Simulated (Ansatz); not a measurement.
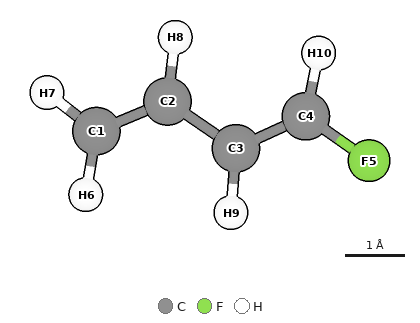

*The input geometry (ball-and-stick view, seen at a tilt; atoms are numbered from 1 in the order of the input).*

Bond lengths as drawn: C–C 1.35 to 1.46 Å, C–F 1.36 Å and C–H 1.10 Å.

C4H5F: nudged elastic band (part 1 of 2)

The run: nudged elastic band of C4H5F. Method and program: UKS revPBE/cc-pVDZ (Ansatz 0.2.0).

The run did not end well. It belongs to a series of runs on one base structure; here: band between the two ends.

## The input
```yaml
crystal:
  periodic: [false, false, false]
  atoms:
    - { symbol: C, position_ang: [-1.400607, 1.261887, -0.083679] }
    - { symbol: C, position_ang: [-0.159187, 0.725886, 0.022604] }
    - { symbol: C, position_ang: [0.136148, -0.700959, -0.022478] }
    - { symbol: C, position_ang: [1.391515, -1.192165, 0.08505] }
    - { symbol: F, position_ang: [1.651009, -2.523184, 0.041293] }
    - { symbol: H, position_ang: [-2.292369, 0.628782, -0.215902] }
    - { symbol: H, position_ang: [-1.557921, 2.349108, -0.041637] }
    - { symbol: H, position_ang: [0.703274, 1.403363, 0.152962] }
    - { symbol: H, position_ang: [-0.69414, -1.414604, -0.149952] }
    - { symbol: H, position_ang: [2.305378, -0.589315, 0.21474] }
magnetization:
  spin_polarized: true
basis:
  gaussian: { orbitals: cc-pVDZ }
hamiltonian:
  xc: revpbe
neb:
  order_check: false
  images: 7
  f_tol: 0.05
  max_iterations: 60
  optimiser: fire
  climbing: true
  final_atoms:
    - { symbol: C, position_ang: [-1.29565843, 1.52947689, 0.60796218] }
    - { symbol: C, position_ang: [-0.337077, 0.92004451, -0.07386226] }
    - { symbol: C, position_ang: [-0.21235464, -0.585934, -0.25128666] }
    - { symbol: C, position_ang: [1.11589365, -1.09113718, 0.2042844] }
    - { symbol: F, position_ang: [1.28462936, -2.44575689, 0.17536975] }
    - { symbol: H, position_ang: [-0.37042563, -0.82821961, -1.33548273] }
    - { symbol: H, position_ang: [-1.58493797, 2.5601227, 0.8508219] }
    - { symbol: H, position_ang: [0.44914094, 1.52895492, -0.57675642] }
    - { symbol: H, position_ang: [-1.02682514, -1.10922354, 0.29740787] }
    - { symbol: H, position_ang: [2.06071486, -0.52952879, 0.10454297] }
  initial_path:
    images:
      - { positions_ang: [[-1.400607, 1.261887, -0.083679], [-0.159187, 0.725886, 0.022604], [0.136148, -0.700959, -0.022478], [1.391515, -1.192165, 0.08505], [1.651009, -2.523184, 0.041293], [-2.292369, 0.628782, -0.215902], [-1.557921, 2.349108, -0.041637], [0.703274, 1.403363, 0.152962], [-0.69414, -1.414604, -0.149952], [2.305378, -0.589315, 0.21474]] }
      - { positions_ang: [[-1.41324298, 1.26652908, -0.05543894], [-0.18672258, 0.74615853, 0.03044763], [0.09165785, -0.67741756, -0.01472328], [1.36691183, -1.17398771, 0.07511853], [1.59208127, -2.50915242, 0.03163519], [-2.01462918, 0.47582156, -0.26853038], [-1.57369707, 2.36258127, -0.01875799], [0.68396025, 1.42730207, 0.14011161], [-0.73277429, -1.37815281, -0.11127613], [2.2695549, -0.590883, 0.19441476]] }
      - { positions_ang: [[-1.42587896, 1.27117115, -0.02719888], [-0.21425817, 0.76643105, 0.03829126], [0.04716769, -0.65387612, -0.00696856], [1.34230865, -1.15581043, 0.06518707], [1.53315355, -2.49512084, 0.02197738], [-1.73688937, 0.32286111, -0.32115876], [-1.58947314, 2.37605455, 0.00412101], [0.66464651, 1.45124114, 0.12726121], [-0.77140858, -1.34170162, -0.07260025], [2.23373181, -0.592451, 0.17408953]] }
      - { positions_ang: [[-1.43851494, 1.27581323, 0.00104118], [-0.24179375, 0.78670358, 0.04613489], [0.00267754, -0.63033468, 0.00078615], [1.31770548, -1.13763314, 0.0552556], [1.47422582, -2.48108927, 0.01231957], [-1.45914955, 0.16990067, -0.37378714], [-1.60524921, 2.38952782, 0.02700002], [0.64533276, 1.47518021, 0.11441082], [-0.81004286, -1.30525043, -0.03392438], [2.19790871, -0.594019, 0.15376429]] }
      - { positions_ang: [[-1.45115092, 1.28045531, 0.02928123], [-0.26932934, 0.8069761, 0.05397852], [-0.04181261, -0.60679323, 0.00854087], [1.29310231, -1.11945585, 0.04532413], [1.41529809, -2.46705769, 0.00266176], [-1.18140973, 0.01694022, -0.42641552], [-1.62102528, 2.40300109, 0.04987903], [0.62601902, 1.49911928, 0.10156043], [-0.84867715, -1.26879924, 0.00475149], [2.16208561, -0.595587, 0.13343905]] }
      - { positions_ang: [[-1.4122778, 1.3427107, 0.17395147], [-0.28626625, 0.83524321, 0.02201833], [-0.08444812, -0.60157843, -0.05641601], [1.24880014, -1.11237618, 0.0850642], [1.38263091, -2.46173249, 0.04583876], [-0.97866371, -0.19434974, -0.65368232], [-1.61200345, 2.44228149, 0.25011475], [0.5817995, 1.50657819, -0.06801878], [-0.89321415, -1.22890531, 0.07791559], [2.13674293, -0.57907245, 0.12621503]] }
      - { positions_ang: [[-1.37340468, 1.4049661, 0.31862171], [-0.30320317, 0.86351031, -0.00994187], [-0.12708363, -0.59636362, -0.12137289], [1.20449798, -1.10529651, 0.12480427], [1.34996373, -2.45640729, 0.08901575], [-0.77591768, -0.4056397, -0.88094913], [-1.60298162, 2.48156189, 0.45035046], [0.53757998, 1.5140371, -0.237598], [-0.93775114, -1.18901139, 0.15107968], [2.11140024, -0.5625579, 0.11899101]] }
      - { positions_ang: [[-1.33453156, 1.4672215, 0.46329194], [-0.32014009, 0.89177741, -0.04190206], [-0.16971913, -0.59114881, -0.18632978], [1.16019582, -1.09821685, 0.16454433], [1.31729655, -2.45108209, 0.13219275], [-0.57317166, -0.61692965, -1.10821593], [-1.59395979, 2.5208423, 0.65058618], [0.49336046, 1.52149601, -0.40717721], [-0.98228814, -1.14911746, 0.22424378], [2.08605755, -0.54604334, 0.11176699]] }
      - { positions_ang: [[-1.29565843, 1.52947689, 0.60796218], [-0.337077, 0.92004451, -0.07386226], [-0.21235464, -0.585934, -0.25128666], [1.11589365, -1.09113718, 0.2042844], [1.28462936, -2.44575689, 0.17536975], [-0.37042563, -0.82821961, -1.33548273], [-1.58493797, 2.5601227, 0.8508219], [0.44914094, 1.52895492, -0.57675642], [-1.02682514, -1.10922354, 0.29740787], [2.06071486, -0.52952879, 0.10454297]] }
```

Run on 2 threads of Arm Neoverse V2, 24 GiB of memory available, shared host.

Run as:
```bash
ansatz run input.yaml --threads 2 --pin off --max-ram 3072MiB --backend cpu --events-out ev --progress --plain --runs-dir out
```

## What the program printed
```
Engine: ansatz 0.2.0, aarch64-unknown-linux-gnu
Functional definition: revPBE
  parameter kappa = 1.245
  parameter beta = 0.06672455060314922
  exchange = pbe_x(kappa = kappa, mu = beta*pi^2/3)
  correlation = pbe_c(beta = beta)
1146 factors; their error is unknown
mean field evaluation 1: about -6935.2844 eV, gradient 3.8e1 eV
mean field evaluation 2: about -6921.4778 eV, gradient 6.0e1 eV
mean field evaluation 4: about -6943.3000 eV, gradient 5.2e0 eV
mean field evaluation 8: about -6943.4416 eV, gradient 2.4e-1 eV
mean field evaluation 16: about -6943.3932 eV, gradient 1.8e-4 eV
mean field -6943.39315969 eV, -255.1649922176 hartree, gradient 7.1e-6 eV, S^2 0.000000; 0 other end points of the search recorded, 0 dependent functions left out
the calculation of the forces begins
reference -6943.39319304 eV, -255.1649934432 hartree; 19, 19 occupied and 76, 76 virtual orbitals, 1146 factors
1146 factors; their error is unknown
mean field evaluation 32: about -6939.1220 eV, gradient 1.6e-1 eV
mean field -6939.89285551 eV, -255.0363584115 hartree, gradient 8.4e-6 eV, S^2 0.985607; 4 other end points of the search recorded, 0 dependent functions left out
[... from here on the field's lines of each further geometry are left out, up to the last ...]
NEB iter   1: max|band force component| = 9.082e0 eV/Å  barrier→ = 7.0634 eV  barrier← = 3.5631 eV  Δτ_max = 0.1386 Å  (747 SCF iters)
NEB iter   2: max|band force component| = 8.946e0 eV/Å  barrier→ = 6.2800 eV  barrier← = 2.7797 eV  Δτ_max = 0.0335 Å  (295 SCF iters)
NEB iter   3: max|band force component| = 3.459e0 eV/Å  barrier→ = 5.9025 eV  barrier← = 2.4022 eV  Δτ_max = 0.0441 Å  (265 SCF iters)
NEB iter   4: max|band force component| = 2.863e0 eV/Å  barrier→ = 5.6307 eV  barrier← = 2.1303 eV  Δτ_max = 0.0116 Å  (263 SCF iters)
NEB iter   5: max|band force component| = 2.745e0 eV/Å  barrier→ = 5.5858 eV  barrier← = 2.0855 eV  Δτ_max = 0.0227 Å  (262 SCF iters)
NEB iter   6: max|band force component| = 2.516e0 eV/Å  barrier→ = 5.5197 eV  barrier← = 2.0194 eV  Δτ_max = 0.0328 Å  (256 SCF iters)
NEB iter   7: max|band force component| = 2.206e0 eV/Å  barrier→ = 5.4488 eV  barrier← = 1.9485 eV  Δτ_max = 0.0405 Å  (255 SCF iters)
NEB iter   8: max|band force component| = 1.908e0 eV/Å  barrier→ = 5.3715 eV  barrier← = 1.8712 eV  Δτ_max = 0.0461 Å  (262 SCF iters)
NEB iter   9: max|band force component| = 1.376e0 eV/Å  barrier→ = 5.2923 eV  barrier← = 1.7920 eV  Δτ_max = 0.0502 Å  (261 SCF iters)
NEB iter  10: max|band force component| = 1.605e0 eV/Å  barrier→ = 5.2203 eV  barrier← = 1.7200 eV  Δτ_max = 0.0575 Å  (260 SCF iters)
NEB iter  11: max|band force component| = 1.479e0 eV/Å  barrier→ = 5.1372 eV  barrier← = 1.6369 eV  Δτ_max = 0.0639 Å  (258 SCF iters)
NEB iter  12: max|band force component| = 1.389e0 eV/Å  barrier→ = 5.0199 eV  barrier← = 1.5196 eV  Δτ_max = 0.0746 Å  (258 SCF iters)
NEB iter  13: max|band force component| = 1.856e0 eV/Å  barrier→ = 4.8602 eV  barrier← = 1.3599 eV  Δτ_max = 0.0901 Å  (261 SCF iters)
NEB iter  14: max|band force component| = 1.119e0 eV/Å  barrier→ = 4.6601 eV  barrier← = 1.1598 eV  Δτ_max = 0.1054 Å  (256 SCF iters)
NEB iter  15: max|band force component| = 1.546e0 eV/Å  barrier→ = 4.4678 eV  barrier← = 0.9675 eV  Δτ_max = 0.0147 Å  (270 SCF iters)
NEB iter  16: max|band force component| = 7.607e-1 eV/Å  barrier→ = 4.4594 eV  barrier← = 0.9591 eV  Δτ_max = 0.0162 Å  (269 SCF iters)
NEB iter  17: max|band force component| = 1.782e0 eV/Å  barrier→ = 4.4547 eV  barrier← = 0.9544 eV  Δτ_max = 0.0222 Å  (263 SCF iters)
NEB iter  18: max|band force component| = 5.315e-1 eV/Å  barrier→ = 4.4436 eV  barrier← = 0.9433 eV  Δτ_max = 0.0262 Å  (363 SCF iters)
NEB iter  19: max|band force component| = 1.397e0 eV/Å  barrier→ = 4.4314 eV  barrier← = 0.9311 eV  Δτ_max = 0.0135 Å  (288 SCF iters)
NEB iter  20: max|band force component| = 1.590e0 eV/Å  barrier→ = 4.4226 eV  barrier← = 0.9223 eV  CI = image 5  Δτ_max = 0.0182 Å  (268 SCF iters)
NEB iter  21: max|band force component| = 1.734e0 eV/Å  barrier→ = 4.4660 eV  barrier← = 0.9657 eV  CI = image 5  Δτ_max = 0.0385 Å  (233 SCF iters)
NEB iter  22: max|band force component| = 1.825e0 eV/Å  barrier→ = 4.5592 eV  barrier← = 1.0589 eV  CI = image 5  Δτ_max = 0.0607 Å  (237 SCF iters)
NEB iter  23: max|band force component| = 1.707e0 eV/Å  barrier→ = 4.6957 eV  barrier← = 1.1954 eV  CI = image 5  Δτ_max = 0.0828 Å  (250 SCF iters)
NEB iter  24: max|band force component| = 1.605e0 eV/Å  barrier→ = 4.8500 eV  barrier← = 1.3497 eV  CI = image 5  Δτ_max = 0.1002 Å  (248 SCF iters)
NEB iter  25: max|band force component| = 1.221e0 eV/Å  barrier→ = 4.9669 eV  barrier← = 1.4666 eV  CI = image 5  Δτ_max = 0.1063 Å  (249 SCF iters)
NEB iter  26: max|band force component| = 1.454e0 eV/Å  barrier→ = 4.9634 eV  barrier← = 1.4631 eV  CI = image 5  Δτ_max = 0.0145 Å  (262 SCF iters)
NEB iter  27: max|band force component| = 1.371e0 eV/Å  barrier→ = 4.9213 eV  barrier← = 1.4210 eV  CI = image 5  Δτ_max = 0.0279 Å  (232 SCF iters)
NEB iter  28: max|band force component| = 1.206e0 eV/Å  barrier→ = 4.8621 eV  barrier← = 1.3618 eV  CI = image 5  Δτ_max = 0.0389 Å  (243 SCF iters)
NEB iter  29: max|band force component| = 9.721e-1 eV/Å  barrier→ = 4.8094 eV  barrier← = 1.3091 eV  CI = image 5  Δτ_max = 0.0470 Å  (252 SCF iters)
NEB iter  30: max|band force component| = 7.726e-1 eV/Å  barrier→ = 4.7876 eV  barrier← = 1.2873 eV  CI = image 5  Δτ_max = 0.0514 Å  (261 SCF iters)
NEB iter  31: max|band force component| = 7.944e-1 eV/Å  barrier→ = 4.8091 eV  barrier← = 1.3088 eV  CI = image 5  Δτ_max = 0.0075 Å  (263 SCF iters)
NEB iter  32: max|band force component| = 7.489e-1 eV/Å  barrier→ = 4.8049 eV  barrier← = 1.3046 eV  CI = image 5  Δτ_max = 0.0148 Å  (229 SCF iters)
NEB iter  33: max|band force component| = 6.618e-1 eV/Å  barrier→ = 4.8051 eV  barrier← = 1.3048 eV  CI = image 5  Δτ_max = 0.0214 Å  (251 SCF iters)
NEB iter  34: max|band force component| = 5.447e-1 eV/Å  barrier→ = 4.8005 eV  barrier← = 1.3002 eV  CI = image 5  Δτ_max = 0.0271 Å  (318 SCF iters)
NEB iter  35: max|band force component| = 4.139e-1 eV/Å  barrier→ = 4.7904 eV  barrier← = 1.2900 eV  CI = image 5  Δτ_max = 0.0320 Å  (342 SCF iters)
NEB iter  36: max|band force component| = 4.954e-1 eV/Å  barrier→ = 4.7774 eV  barrier← = 1.2771 eV  CI = image 5  Δτ_max = 0.0361 Å  (270 SCF iters)
NEB iter  37: max|band force component| = 4.890e-1 eV/Å  barrier→ = 4.7639 eV  barrier← = 1.2636 eV  CI = image 5  Δτ_max = 0.0051 Å  (288 SCF iters)
NEB iter  38: max|band force component| = 4.373e-1 eV/Å  barrier→ = 4.7635 eV  barrier← = 1.2632 eV  CI = image 5  Δτ_max = 0.0099 Å  (232 SCF iters)
NEB iter  39: max|band force component| = 3.467e-1 eV/Å  barrier→ = 4.7631 eV  barrier← = 1.2628 eV  CI = image 5  Δτ_max = 0.0141 Å  (244 SCF iters)
NEB iter  40: max|band force component| = 3.154e-1 eV/Å  barrier→ = 4.7629 eV  barrier← = 1.2626 eV  CI = image 5  Δτ_max = 0.0174 Å  (262 SCF iters)
NEB iter  41: max|band force component| = 2.947e-1 eV/Å  barrier→ = 4.7624 eV  barrier← = 1.2621 eV  CI = image 5  Δτ_max = 0.0206 Å  (266 SCF iters)
NEB iter  42: max|band force component| = 2.864e-1 eV/Å  barrier→ = 4.7613 eV  barrier← = 1.2610 eV  CI = image 5  Δτ_max = 0.0237 Å  (270 SCF iters)
NEB iter  43: max|band force component| = 3.158e-1 eV/Å  barrier→ = 4.7591 eV  barrier← = 1.2588 eV  CI = image 5  Δτ_max = 0.0292 Å  (277 SCF iters)
NEB iter  44: max|band force component| = 3.429e-1 eV/Å  barrier→ = 4.7552 eV  barrier← = 1.2549 eV  CI = image 5  Δτ_max = 0.0347 Å  (373 SCF iters)
NEB iter  45: max|band force component| = 3.424e-1 eV/Å  barrier→ = 4.7492 eV  barrier← = 1.2489 eV  CI = image 5  Δτ_max = 0.0414 Å  (289 SCF iters)
NEB iter  46: max|band force component| = 3.099e-1 eV/Å  barrier→ = 4.7419 eV  barrier← = 1.2416 eV  CI = image 5  Δτ_max = 0.0527 Å  (442 SCF iters)
NEB iter  47: max|band force component| = 2.542e-1 eV/Å  barrier→ = 4.7353 eV  barrier← = 1.2350 eV  CI = image 5  Δτ_max = 0.0631 Å  (358 SCF iters)
NEB iter  48: max|band force component| = 2.691e-1 eV/Å  barrier→ = 4.7314 eV  barrier← = 1.2311 eV  CI = image 5  Δτ_max = 0.0670 Å  (267 SCF iters)
NEB iter  49: max|band force component| = 1.011e0 eV/Å  barrier→ = 4.7312 eV  barrier← = 1.2309 eV  CI = image 5  Δτ_max = 0.0307 Å  (270 SCF iters)
NEB iter  50: max|band force component| = 2.865e0 eV/Å  barrier→ = 4.7316 eV  barrier← = 1.2313 eV  CI = image 5  Δτ_max = 0.0214 Å  (268 SCF iters)
NEB iter  51: max|band force component| = 2.879e-1 eV/Å  barrier→ = 4.7311 eV  barrier← = 1.2308 eV  CI = image 5  Δτ_max = 0.0023 Å  (251 SCF iters)
NEB iter  52: max|band force component| = 2.844e-1 eV/Å  barrier→ = 4.7310 eV  barrier← = 1.2307 eV  CI = image 5  Δτ_max = 0.0045 Å  (218 SCF iters)
NEB iter  53: max|band force component| = 2.783e-1 eV/Å  barrier→ = 4.7310 eV  barrier← = 1.2307 eV  CI = image 5  Δτ_max = 0.0065 Å  (222 SCF iters)
NEB iter  54: max|band force component| = 2.700e-1 eV/Å  barrier→ = 4.7309 eV  barrier← = 1.2306 eV  CI = image 5  Δτ_max = 0.0084 Å  (222 SCF iters)
NEB iter  55: max|band force component| = 2.576e-1 eV/Å  barrier→ = 4.7307 eV  barrier← = 1.2304 eV  CI = image 5  Δτ_max = 0.0103 Å  (227 SCF iters)
NEB iter  56: max|band force component| = 2.373e-1 eV/Å  barrier→ = 4.7304 eV  barrier← = 1.2301 eV  CI = image 5  Δτ_max = 0.0120 Å  (243 SCF iters)
NEB iter  57: max|band force component| = 2.075e-1 eV/Å  barrier→ = 4.7299 eV  barrier← = 1.2296 eV  CI = image 5  Δτ_max = 0.0151 Å  (244 SCF iters)
NEB iter  58: max|band force component| = 1.636e-1 eV/Å  barrier→ = 4.7294 eV  barrier← = 1.2290 eV  CI = image 5  Δτ_max = 0.0180 Å  (257 SCF iters)
NEB iter  59: max|band force component| = 1.186e-1 eV/Å  barrier→ = 4.7287 eV  barrier← = 1.2284 eV  CI = image 5  Δτ_max = 0.0017 Å  (263 SCF iters)
the calculation of the forces begins
reference -6939.47331144 eV, -255.0209404515 hartree; 19, 19 occupied and 76, 76 virtual orbitals, 1146 factors
these checks for a lower state are left out or cut short: starts, cluster_reference, orbital_swaps, neighbouring_geometries, increment
1146 factors; their error is unknown
mean field evaluation 3424: about -6939.8692 eV, gradient 2.2e-5 eV
mean field -6939.86915327 eV, -255.0354873704 hartree, gradient 2.2e-5 eV, S^2 0.989189; 0 other end points of the search recorded, 0 dependent functions left out
the calculation of the forces begins
reference -6939.86918767 eV, -255.0354886348 hartree; 19, 19 occupied and 76, 76 virtual orbitals, 1146 factors
NEB iter  60: max|band force component| = 1.155e-1 eV/Å  barrier→ = 4.7287 eV  barrier← = 1.2284 eV  CI = image 5  Δτ_max = 0.0032 Å  (219 SCF iters)
```
